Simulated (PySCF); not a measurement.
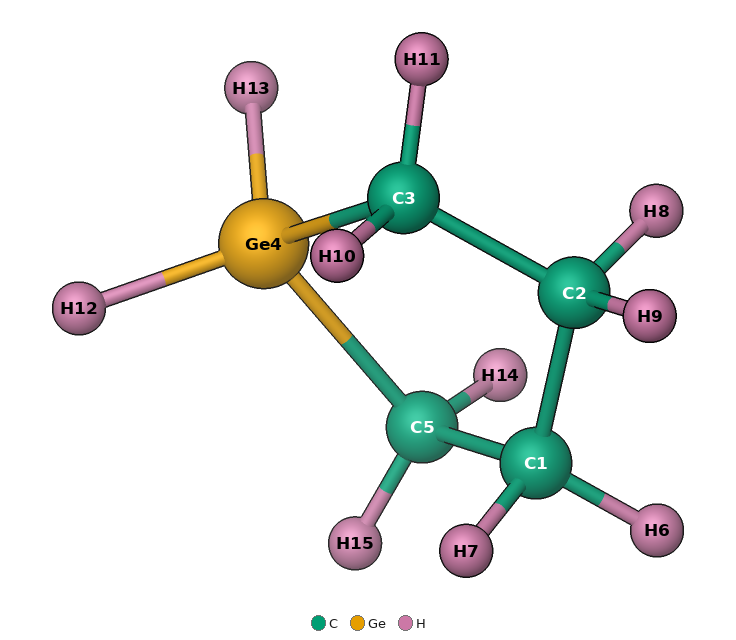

The geometry was computed by an optimisation with PBE0-D3(BJ)/def2-SVP. No frequency run is at hand to confirm it as a minimum. Level of theory: delta-SCF UKS SCAN, pcX-2 on the ionised atom, pcseg-1 elsewhere, spin-free X2C (PySCF 2.14.0).

Give the core-electron binding energies (to vacuum) of C1 1s, C3 1s.

```json
{"atom": "C1", "level": "1s", "binding energy (eV)": "290.5"}
{"atom": "C3", "level": "1s", "binding energy (eV)": "289.9"}
```
